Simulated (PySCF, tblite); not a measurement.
# C₃H₇ClSi: a rotation path, then NMR shifts on frames

How do NMR shifts of C₃H₇ClSi (`C=C(C)[SiH2]Cl`) change as the atoms move?

Computed with tblite 0.8.0 and PySCF 2.14.0, with density-fitted response routines of our own, on a single molecule in the gas phase. Atoms are numbered from 0 throughout.

## (1) The molecule as given

12 atoms, charge 0, multiplicity 1; geometry from: GFN2-xTB.

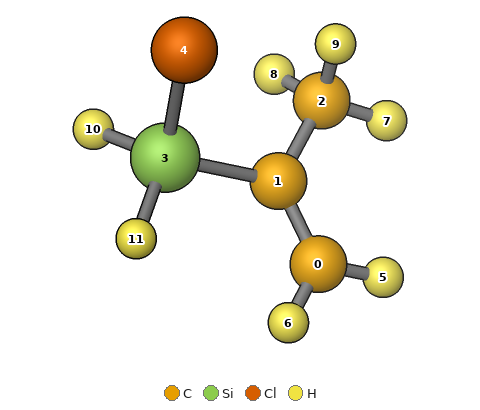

As it starts; carbon amber, silicon green, chlorine orange, hydrogen yellow, atoms numbered; sticks join atoms by distance.

## (2) The rotation path with GFN2-xTB

Job settings and geometry (Å):

```
{"job": {"kind": "neb", "xc": "GFN2-xTB", "basis": "xTB", "atoms": [2, 1, 3, 4], "turn": 120}, "charge": 0, "multiplicity": 1}
C     -0.889560     1.392132     0.030605
C     -0.266602     0.221136    -0.003692
C     -0.996603    -1.053628     0.300059
Si     1.568624     0.067096    -0.431779
Cl     2.498396    -0.921907     1.068192
H     -1.938068     1.476418     0.274899
H     -0.380908     2.316798    -0.183686
H     -2.040855    -0.863481     0.540099
H     -0.949673    -1.728028    -0.554589
H     -0.529512    -1.560972     1.143555
H      1.742925    -0.730924    -1.646336
H      2.183034     1.384671    -0.563353
```

Method: GFN2-xTB climbing-image nudged elastic band, gas phase.

On the command line:

```console
> OMP_NUM_THREADS=1 python probes_run.py task.json out
```

This one command runs all jobs of the session in turn.

Log:

```text
image   E - E0 / eV
  0       0.0000
  1       0.0036
  2       0.0109
  3       0.0176
  4       0.0191
  5       0.0146
  6       0.0071
  7       0.0022
  8       0.0016
```

Run time: 1.7 s. Hardware: 1 thread of Arm Neoverse V1, shared host; peak memory 0.18 GiB.

The final band, with the dihedral C2–C1–Si3–Cl4:

```
image  dihedral (°)  energy (eV)  energy (kcal/mol)
    0           -55        0.000                0.0
    1           -41        0.004                0.1
    2           -26        0.011                0.3
    3           -11        0.018                0.4
    4             4        0.019                0.4
    5            19        0.015                0.3
    6            34        0.007                0.2
    7            49        0.002                0.1
    8            63        0.002                0.0
```

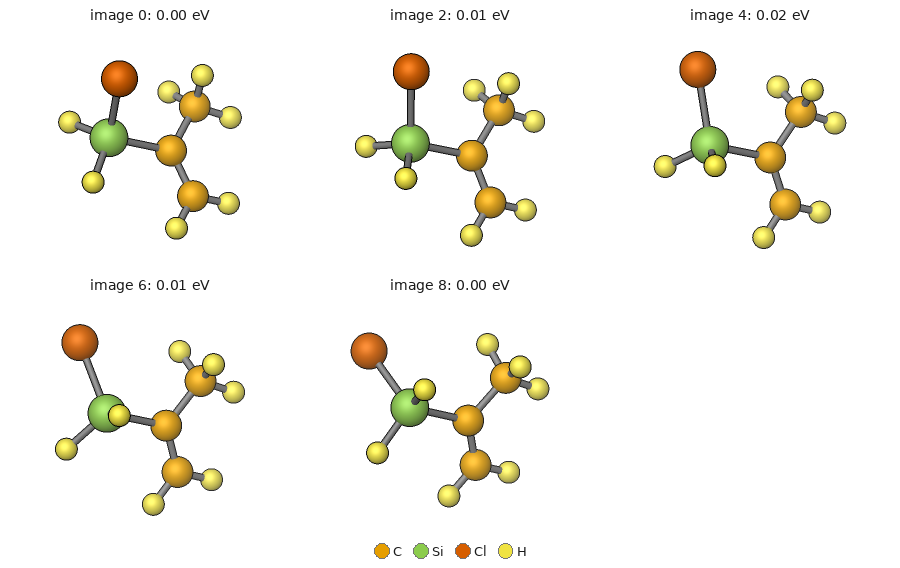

Images along the band.

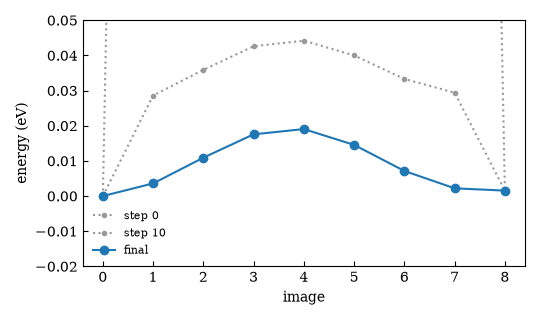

Energy along the band, early and final.

## (3) Shielding tensors: image 0, PBE0/pcSseg-1

Job settings and geometry (Å):

```
{"job": {"kind": "nmr", "xc": "PBE0", "basis": "pcSseg-1", "pop": false}, "charge": 0, "multiplicity": 1}
C     -0.889600     1.392100     0.030600
C     -0.266600     0.221100    -0.003700
C     -0.996600    -1.053600     0.300100
Si     1.568600     0.067100    -0.431800
Cl     2.498400    -0.921900     1.068200
H     -1.938100     1.476400     0.274900
H     -0.380900     2.316800    -0.183700
H     -2.040900    -0.863500     0.540100
H     -0.949700    -1.728000    -0.554600
H     -0.529500    -1.561000     1.143600
H      1.742900    -0.730900    -1.646300
H      2.183000     1.384700    -0.563400
```

Method: GIAO PBE0/pcSseg-1 NMR shielding, non-relativistic, gas phase.

Log:

```text
coarse grid: 10848 points
cycle   1  E = -867.7168904891  dE =  3.646e-01  |g| = 3.737e-01  |ddm| = 3.050e+00
cycle   2  E = -867.7119602915  dE =  4.930e-03  |g| = 4.053e-01  |ddm| = 7.649e-01
cycle   3  E = -867.7548575579  dE = -4.290e-02  |g| = 2.302e-02  |ddm| = 4.170e-01
cycle   4  E = -867.7549759880  dE = -1.184e-04  |g| = 1.133e-02  |ddm| = 3.973e-02
cycle   5  E = -867.7550046276  dE = -2.864e-05  |g| = 3.123e-03  |ddm| = 1.460e-02
cycle   6  E = -867.7550064600  dE = -1.832e-06  |g| = 1.397e-03  |ddm| = 4.171e-03
final grid: 94904 points
cycle   7  E = -867.7837239335  dE = -2.350e-05  |g| = 6.595e-03  |ddm| = 1.991e-02
cycle   8  E = -867.7837207533  dE =  3.180e-06  |g| = 7.246e-03  |ddm| = 1.093e-02
cycle   9  E = -867.7837341424  dE = -1.339e-05  |g| = 9.114e-04  |ddm| = 6.246e-03
cycle  10  E = -867.7837343150  dE = -1.725e-07  |g| = 3.737e-04  |ddm| = 1.033e-03
cycle  11  E = -867.7837343505  dE = -3.557e-08  |g| = 4.333e-05  |ddm| = 3.245e-04
cycle  12  E = -867.7837343509  dE = -4.036e-10  |g| = 1.338e-05  |ddm| = 5.948e-05
converged SCF energy = -867.7837343509

GIAO shielding tensors (ppm)
atom      isotropic    diamagn.    paramagn.     s11        s22        s33       span
  0 C       50.986     253.022    -202.036    -61.911     68.113    146.758    208.669
  1 C       34.665     263.266    -228.601    -80.332     12.553    171.775    252.107
  2 C      161.205     247.263     -86.058    146.427    152.076    185.112     38.685
  3 Si     367.358     879.159    -511.800    330.745    372.252    399.078     68.333
  4 Cl    1007.435    1148.526    -141.091    966.297   1001.510   1054.499     88.203
  5 H       25.615      31.130      -5.515     22.377     25.083     29.385      7.008
  6 H       25.967      31.259      -5.291     22.690     24.667     30.545      7.855
  7 H       29.793      30.431      -0.637     26.161     28.288     34.931      8.770
  8 H       29.726      29.728      -0.002     25.858     28.175     35.147      9.289
  9 H       29.269      29.881      -0.612     24.353     30.040     33.415      9.061
 10 H       26.426      28.540      -2.115     23.053     24.656     31.568      8.515
 11 H       26.560      28.815      -2.255     22.628     25.209     31.843      9.215
```

It took 9.5 s on 1 thread of Arm Neoverse V1, shared host; peak memory 0.65 GiB.

Shifts follow as δ = σ(reference) − σ, with reference shieldings (ppm) from runs at the same level and on the same kind of geometry: 1H TMS 31.72, 13C TMS 186.9, 29Si TMS 349.2, 35Cl HCl 950. The references are single molecules in the gas phase. Each atom is listed at this fixed geometry, with no averaging over motion; a spectrum would average atoms that exchange fast.

| atoms | environment | σ (ppm) | δ (ppm) |
| --- | --- | --- | --- |
| C1 | fully substituted alkene carbon | 34.7 | 152.3 |
| C0 | terminal =CH2 carbon | 51.0 | 135.9 |
| C2 | allylic methyl carbon | 161.2 | 25.7 |
| H5 | hydrogen on a terminal =CH2 carbon | 25.62 | 6.10 |
| H6 | hydrogen on a terminal =CH2 carbon | 25.97 | 5.75 |
| H10 | hydrogen on a silicon bonded to C, Cl | 26.43 | 5.29 |
| H11 | hydrogen on a silicon bonded to C, Cl | 26.56 | 5.16 |
| H9 | hydrogen on an allylic methyl carbon | 29.27 | 2.45 |
| H8 | hydrogen on an allylic methyl carbon | 29.73 | 1.99 |
| H7 | hydrogen on an allylic methyl carbon | 29.79 | 1.92 |
| Si3 | silicon bonded to C, Cl, 2 H | 367.4 | -18.2 |
| Cl4 | chlorine bonded to Si | 1007 | -58 |

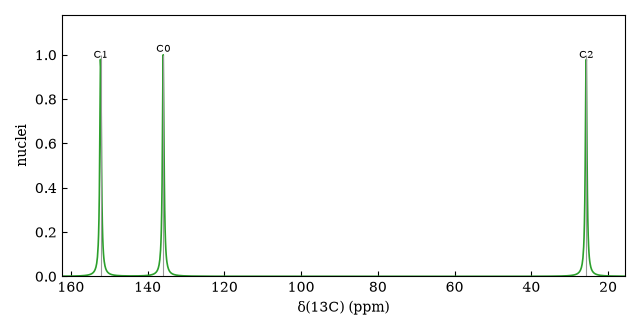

13C lines at the computed shifts, without couplings. Lines are broadened to a width of 0.51 ppm (Lorentzian).

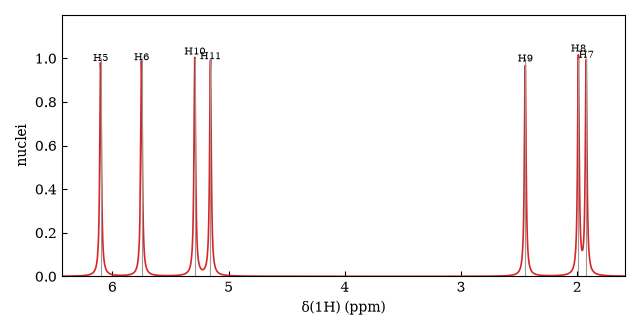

1H lines at the computed shifts, without couplings. Lines are broadened to a width of 0.02 ppm (Lorentzian).

## (4) Shielding tensors: image 2, PBE0/pcSseg-1

Job settings and geometry (Å):

```
{"job": {"kind": "nmr", "xc": "PBE0", "basis": "pcSseg-1", "pop": false}, "charge": 0, "multiplicity": 1}
C     -0.937700     1.364200    -0.152300
C     -0.277500     0.220200    -0.019800
C     -0.963300    -1.026500     0.454200
Si     1.570200     0.094000    -0.415300
Cl     2.385300    -1.411100     0.661100
H     -1.991900     1.449600     0.066700
H     -0.455000     2.267300    -0.487500
H     -2.018000    -0.850100     0.654600
H     -0.872000    -1.813500    -0.293300
H     -0.485200    -1.386800     1.364100
H      1.793700    -0.236800    -1.824300
H      2.252600     1.328700    -0.034200
```

Method: GIAO PBE0/pcSseg-1 NMR shielding, non-relativistic, gas phase.

Log:

```text
coarse grid: 10848 points
cycle   1  E = -867.7148986266  dE =  3.665e-01  |g| = 3.751e-01  |ddm| = 3.058e+00
cycle   2  E = -867.7105275259  dE =  4.371e-03  |g| = 4.041e-01  |ddm| = 7.544e-01
cycle   3  E = -867.7530856314  dE = -4.256e-02  |g| = 2.174e-02  |ddm| = 4.129e-01
cycle   4  E = -867.7531942623  dE = -1.086e-04  |g| = 1.033e-02  |ddm| = 3.813e-02
cycle   5  E = -867.7532190028  dE = -2.474e-05  |g| = 2.686e-03  |ddm| = 1.414e-02
cycle   6  E = -867.7532205077  dE = -1.505e-06  |g| = 8.027e-04  |ddm| = 3.677e-03
final grid: 94904 points
cycle   7  E = -867.7818460093  dE = -2.387e-05  |g| = 6.557e-03  |ddm| = 1.888e-02
cycle   8  E = -867.7818427213  dE =  3.288e-06  |g| = 7.222e-03  |ddm| = 1.166e-02
cycle   9  E = -867.7818561011  dE = -1.338e-05  |g| = 1.074e-03  |ddm| = 6.678e-03
cycle  10  E = -867.7818563418  dE = -2.407e-07  |g| = 3.661e-04  |ddm| = 1.049e-03
cycle  11  E = -867.7818563759  dE = -3.406e-08  |g| = 4.103e-05  |ddm| = 3.115e-04
cycle  12  E = -867.7818563762  dE = -3.731e-10  |g| = 1.250e-05  |ddm| = 6.282e-05
converged SCF energy = -867.7818563762

GIAO shielding tensors (ppm)
atom      isotropic    diamagn.    paramagn.     s11        s22        s33       span
  0 C       52.702     253.175    -200.473    -64.450     70.596    151.961    216.410
  1 C       36.488     263.164    -226.676    -77.956     19.110    168.311    246.268
  2 C      159.901     246.986     -87.085    148.395    149.962    181.346     32.951
  3 Si     371.868     879.035    -507.166    322.128    370.123    423.354    101.226
  4 Cl    1014.198    1148.599    -134.401    980.802    995.312   1066.480     85.678
  5 H       25.489      31.074      -5.585     22.117     24.961     29.388      7.271
  6 H       26.126      31.216      -5.090     22.798     24.843     30.736      7.938
  7 H       29.788      30.358      -0.570     26.169     28.257     34.937      8.768
  8 H       29.683      29.686      -0.003     25.759     28.553     34.738      8.979
  9 H       29.285      29.912      -0.627     24.299     30.173     33.384      9.085
 10 H       26.319      28.279      -1.959     22.268     24.996     31.694      9.426
 11 H       26.432      28.595      -2.164     22.227     25.347     31.721      9.494
```

Run time: 9.1 s. Hardware: 1 thread of Arm Neoverse V1, shared host; peak memory 0.7 GiB.

In short: δ C1 150.4, C0 134.2, C2 27.0, Si3 -22.7, H5 6.23, H6 5.59 ppm.

## (5) Shielding tensors: image 4, PBE0/pcSseg-1

Job settings and geometry (Å):

```
{"job": {"kind": "nmr", "xc": "PBE0", "basis": "pcSseg-1", "pop": false}, "charge": 0, "multiplicity": 1}
C     -0.978000     1.304300    -0.334000
C     -0.282100     0.213500    -0.037000
C     -0.931500    -0.976300     0.604700
Si     1.578000     0.111500    -0.383700
Cl     2.259000    -1.728000     0.106600
H     -2.037100     1.382600    -0.137300
H     -0.521200     2.168100    -0.788000
H     -1.994900    -0.812500     0.765200
H     -0.798700    -1.857200    -0.021500
H     -0.456600    -1.186000     1.562400
H      1.867800     0.295900    -1.805200
H      2.296400     1.083400     0.441700
```

Method: GIAO PBE0/pcSseg-1 NMR shielding, non-relativistic, gas phase.

Log:

```text
coarse grid: 10848 points
cycle   1  E = -867.7135290674  dE =  3.680e-01  |g| = 3.768e-01  |ddm| = 3.061e+00
cycle   2  E = -867.7094489631  dE =  4.080e-03  |g| = 4.046e-01  |ddm| = 7.501e-01
cycle   3  E = -867.7520428782  dE = -4.259e-02  |g| = 2.089e-02  |ddm| = 4.101e-01
cycle   4  E = -867.7521427810  dE = -9.990e-05  |g| = 9.969e-03  |ddm| = 3.647e-02
cycle   5  E = -867.7521654351  dE = -2.265e-05  |g| = 3.185e-03  |ddm| = 1.389e-02
cycle   6  E = -867.7521673285  dE = -1.893e-06  |g| = 1.496e-03  |ddm| = 4.114e-03
final grid: 94904 points
cycle   7  E = -867.7805106968  dE = -2.282e-05  |g| = 7.283e-03  |ddm| = 1.958e-02
cycle   8  E = -867.7805018406  dE =  8.856e-06  |g| = 9.131e-03  |ddm| = 1.405e-02
cycle   9  E = -867.7805231535  dE = -2.131e-05  |g| = 1.699e-03  |ddm| = 8.550e-03
cycle  10  E = -867.7805238394  dE = -6.859e-07  |g| = 2.994e-04  |ddm| = 1.443e-03
cycle  11  E = -867.7805238614  dE = -2.204e-08  |g| = 3.796e-05  |ddm| = 2.767e-04
cycle  12  E = -867.7805238618  dE = -3.060e-10  |g| = 1.233e-05  |ddm| = 5.676e-05
converged SCF energy = -867.7805238618

GIAO shielding tensors (ppm)
atom      isotropic    diamagn.    paramagn.     s11        s22        s33       span
  0 C       53.661     253.416    -199.755    -65.630     72.419    154.195    219.826
  1 C       37.573     263.035    -225.462    -77.519     23.323    166.915    244.434
  2 C      158.815     246.785     -87.971    147.698    149.202    179.544     31.846
  3 Si     374.313     878.987    -504.674    323.174    364.801    434.962    111.788
  4 Cl    1018.165    1148.583    -130.418    984.085    994.471   1075.939     91.854
  5 H       25.410      31.098      -5.688     22.009     24.882     29.341      7.332
  6 H       26.251      31.203      -4.951     22.856     24.960     30.938      8.083
  7 H       29.775      30.319      -0.544     26.198     28.239     34.888      8.690
  8 H       29.446      29.817      -0.371     24.925     29.609     33.803      8.879
  9 H       29.506      29.791      -0.285     25.187     29.319     34.013      8.825
 10 H       26.319      28.330      -2.011     21.989     25.254     31.715      9.726
 11 H       26.319      28.307      -1.987     22.042     25.250     31.666      9.625
```

It took 9.1 s on 1 thread of Arm Neoverse V1, shared host; peak memory 0.7 GiB.

Key values: δ C1 149.4, C0 133.3, C2 28.1, Si3 -25.2, H5 6.31, H6 5.47 ppm.

## (6) Nuclear shieldings: image 6, PBE0/pcSseg-1

Job settings and geometry (Å):

```
{"job": {"kind": "nmr", "xc": "PBE0", "basis": "pcSseg-1", "pop": false}, "charge": 0, "multiplicity": 1}
C     -1.007200     1.216600    -0.506600
C     -0.283500     0.201100    -0.052000
C     -0.905700    -0.905000     0.747700
Si     1.584300     0.110600    -0.346400
Cl     2.156500    -1.820300    -0.530100
H     -2.070600     1.289100    -0.332900
H     -0.568600     2.021400    -1.072800
H     -1.976600    -0.755300     0.868900
H     -0.735500    -1.861800     0.256100
H     -0.443300    -0.958800     1.732900
H      1.954100     0.781000    -1.590200
H      2.297300     0.680900     0.799400
```

Method: GIAO PBE0/pcSseg-1 NMR shielding, non-relativistic, gas phase.

Log:

```text
coarse grid: 10848 points
cycle   1  E = -867.7154974513  dE =  3.647e-01  |g| = 3.744e-01  |ddm| = 3.057e+00
cycle   2  E = -867.7110306887  dE =  4.467e-03  |g| = 4.038e-01  |ddm| = 7.543e-01
cycle   3  E = -867.7535366483  dE = -4.251e-02  |g| = 2.204e-02  |ddm| = 4.127e-01
cycle   4  E = -867.7536485650  dE = -1.119e-04  |g| = 1.042e-02  |ddm| = 3.854e-02
cycle   5  E = -867.7536736967  dE = -2.513e-05  |g| = 2.677e-03  |ddm| = 1.417e-02
cycle   6  E = -867.7536752080  dE = -1.511e-06  |g| = 7.468e-04  |ddm| = 3.684e-03
final grid: 94904 points
cycle   7  E = -867.7824869186  dE = -2.432e-05  |g| = 6.532e-03  |ddm| = 1.847e-02
cycle   8  E = -867.7824841630  dE =  2.756e-06  |g| = 7.059e-03  |ddm| = 1.146e-02
cycle   9  E = -867.7824970328  dE = -1.287e-05  |g| = 8.997e-04  |ddm| = 6.443e-03
cycle  10  E = -867.7824971839  dE = -1.510e-07  |g| = 3.745e-04  |ddm| = 9.265e-04
cycle  11  E = -867.7824972197  dE = -3.581e-08  |g| = 4.507e-05  |ddm| = 3.173e-04
cycle  12  E = -867.7824972202  dE = -4.723e-10  |g| = 1.277e-05  |ddm| = 6.624e-05
converged SCF energy = -867.7824972202

GIAO shielding tensors (ppm)
atom      isotropic    diamagn.    paramagn.     s11        s22        s33       span
  0 C       52.779     253.131    -200.351    -63.131     70.567    150.903    214.033
  1 C       35.863     263.247    -227.384    -78.960     17.774    168.775    247.735
  2 C      160.539     247.074     -86.535    148.367    150.691    182.559     34.192
  3 Si     370.922     879.058    -508.136    322.562    370.260    419.945     97.383
  4 Cl    1013.444    1148.554    -135.110    980.263    997.398   1062.673     82.410
  5 H       25.551      31.090      -5.540     22.208     25.017     29.426      7.218
  6 H       26.094      31.237      -5.143     22.800     24.786     30.696      7.896
  7 H       29.785      30.362      -0.578     26.165     28.246     34.943      8.778
  8 H       29.288      29.884      -0.596     24.284     30.141     33.437      9.153
  9 H       29.712      29.681       0.031     25.866     28.373     34.895      9.029
 10 H       26.456      28.670      -2.213     22.256     25.332     31.780      9.524
 11 H       26.356      28.349      -1.993     22.477     24.969     31.621      9.144
```

Wall time 8.9 s (1 thread of Arm Neoverse V1, shared host); peak memory 0.7 GiB.

This run: δ C1 151.1, C0 134.1, C2 26.4, Si3 -21.8, H5 6.17, H6 5.62 ppm.

## (7) NMR shieldings: image 8, PBE0/pcSseg-1

Job settings and geometry (Å):

```
{"job": {"kind": "nmr", "xc": "PBE0", "basis": "pcSseg-1", "pop": false}, "charge": 0, "multiplicity": 1}
C     -1.028500     1.099000    -0.669100
C     -0.276800     0.196800    -0.051400
C     -0.881300    -0.809200     0.882700
Si     1.594400     0.103700    -0.306300
Cl     2.042700    -1.675000    -1.159400
H     -2.098200     1.147100    -0.530100
H     -0.609800     1.828600    -1.341600
H     -1.958500    -0.677800     0.962300
H     -0.676100    -1.819900     0.531500
H     -0.442500    -0.711900     1.875100
H      2.045400     1.166100    -1.199800
H      2.290400     0.152000     0.980000
```

Method: GIAO PBE0/pcSseg-1 NMR shielding, non-relativistic, gas phase.

Log:

```text
coarse grid: 10848 points
cycle   1  E = -867.7168600808  dE =  3.637e-01  |g| = 3.737e-01  |ddm| = 3.048e+00
cycle   2  E = -867.7118986769  dE =  4.961e-03  |g| = 4.054e-01  |ddm| = 7.669e-01
cycle   3  E = -867.7548311390  dE = -4.293e-02  |g| = 2.312e-02  |ddm| = 4.173e-01
cycle   4  E = -867.7549509348  dE = -1.198e-04  |g| = 1.132e-02  |ddm| = 3.983e-02
cycle   5  E = -867.7549798433  dE = -2.891e-05  |g| = 3.002e-03  |ddm| = 1.459e-02
cycle   6  E = -867.7549815756  dE = -1.732e-06  |g| = 1.251e-03  |ddm| = 4.031e-03
final grid: 94904 points
cycle   7  E = -867.7837491319  dE = -2.507e-05  |g| = 6.582e-03  |ddm| = 1.953e-02
cycle   8  E = -867.7837463349  dE =  2.797e-06  |g| = 7.128e-03  |ddm| = 1.087e-02
cycle   9  E = -867.7837593513  dE = -1.302e-05  |g| = 7.955e-04  |ddm| = 6.122e-03
cycle  10  E = -867.7837594704  dE = -1.192e-07  |g| = 3.794e-04  |ddm| = 9.514e-04
cycle  11  E = -867.7837595074  dE = -3.696e-08  |g| = 4.497e-05  |ddm| = 3.295e-04
cycle  12  E = -867.7837595078  dE = -4.286e-10  |g| = 1.362e-05  |ddm| = 5.790e-05
converged SCF energy = -867.7837595078

GIAO shielding tensors (ppm)
atom      isotropic    diamagn.    paramagn.     s11        s22        s33       span
  0 C       50.365     253.091    -202.726    -62.084     67.069    146.109    208.193
  1 C       34.480     263.183    -228.703    -80.744     11.398    172.786    253.530
  2 C      161.198     247.239     -86.041    145.668    152.285    185.641     39.974
  3 Si     366.548     879.144    -512.596    336.116    370.830    392.698     56.581
  4 Cl    1005.039    1148.474    -143.436    958.688   1000.887   1055.541     96.853
  5 H       25.610      31.144      -5.534     22.420     25.101     29.308      6.887
  6 H       25.944      31.277      -5.334     22.635     24.650     30.546      7.910
  7 H       29.790      30.407      -0.616     26.163     28.286     34.923      8.760
  8 H       29.304      29.823      -0.519     24.566     29.817     33.529      8.963
  9 H       29.715      29.755      -0.040     25.805     28.199     35.142      9.336
 10 H       26.578      28.840      -2.262     22.711     25.172     31.851      9.140
 11 H       26.448      28.589      -2.140     23.208     24.619     31.518      8.310
```

Wall time 9.1 s (1 thread of Arm Neoverse V1, shared host); peak memory 0.7 GiB.

Key values: δ C1 152.4, C0 136.6, C2 25.7, Si3 -17.4, H5 6.11, H6 5.77 ppm.

## (8) Comparing the runs: NMR shifts

Shifts (ppm) of some atoms, chosen among heavy atoms and hydrogens apart, with basis size and wall time:

```csv
frame,C1,C0,C2,H9,H8,Si3,Cl4,functions,time
image 0,152.3,135.9,25.7,2.45,1.99,-18.2,-58,134,9.5 s
image 2,150.4,134.2,27.0,2.43,2.03,-22.7,-64,134,9.1 s
image 4,149.4,133.3,28.1,2.21,2.27,-25.2,-68,134,9.1 s
image 6,151.1,134.1,26.4,2.01,2.43,-21.8,-64,134,8.9 s
image 8,152.4,136.6,25.7,2.00,2.41,-17.4,-55,134,9.1 s
```

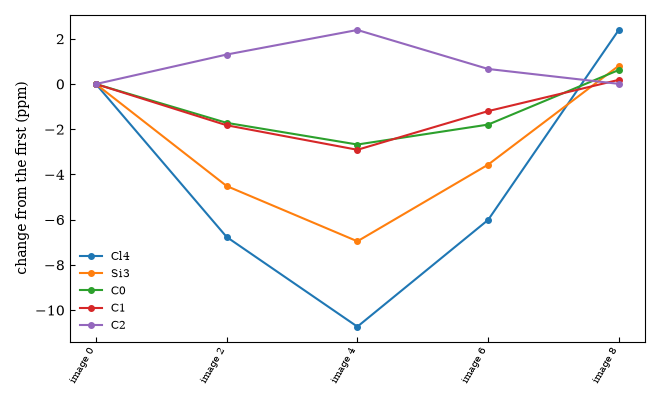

How five of the tabulated atoms move from run to run.

## (9) Results

| quantity | value |
| --- | --- |
| barrier | 0.019 eV (0.4 kcal/mol) at image 4 |
| end to end (GFN2-xTB) | 0.002 eV |
| 13C shifts against TMS (PBE0/pcSseg-1, image 0) | 152.3, 135.9, 25.7 ppm |
| 1H shifts against TMS (PBE0/pcSseg-1, image 0) | 6.10, 5.75, 5.29, 5.16, 2.45, 1.99, 1.92 ppm |
| 29Si shifts against TMS (PBE0/pcSseg-1, image 0) | -18.2 ppm |
| 35Cl shifts against HCl (PBE0/pcSseg-1, image 0) | -58 ppm |
| range of the shift of Cl4 | -68 to -55 ppm |

Along the band the dihedral turns by 118°, and the top (dihedral 4°) lies 0.4 kcal/mol above the start (GFN2-xTB, rough), so at room temperature this motion is fast. The top was not checked by a frequency run. Shifts at one fixed geometry are not the observed spectrum, which averages over the motion. In the first frame run (image 0): Shielding is most anisotropic at C1 (span 252 ppm, paramagnetic term -229 ppm). In ppm, Cl4 moves most: its shift spreads over 13 ppm, from -68 (image 4) to -55 (image 8).
